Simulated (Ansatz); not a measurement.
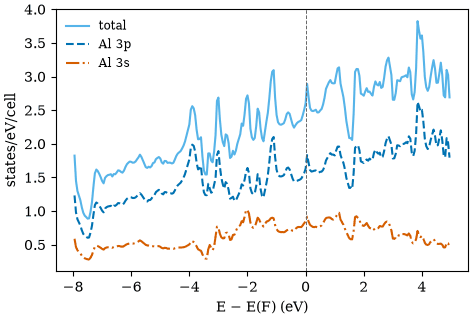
Total and projected density of states of Al in space group Fd-3m (No. 227; Al on 8a, Al on 16d), PBEsol (plane waves, PAW; program Ansatz)

Question: Which orbitals carry the states next to the Fermi level?

Answer: Within 0.5 eV of the Fermi level: Al 3p 64 %, Al 3s 32 %. Projections are on Löwdin-orthogonalised atomic valence shells; empty p or d shells of many metals are not among them.

Question: Where is the tallest occupied peak in this window, and what makes it?

Answer: Near -1.1 eV, about 3.1 states/eV per cell; the largest projected share is Al 3p.

The start of the workflow was typed in or built on a structure type; neither database checked (COD, Materials Project) lists it. It is not the phase usual at ambient conditions (space group No. 225). The cell was relaxed with PBEsol under the symmetry of its start. At this level the phase is dynamically unstable (imaginary phonons).

Potentials: the earlier of the program's two PAW sets. The files were generated under PBE; for other functionals the program regenerates the frozen cores, and for LDA and PBEsol the local potential too.
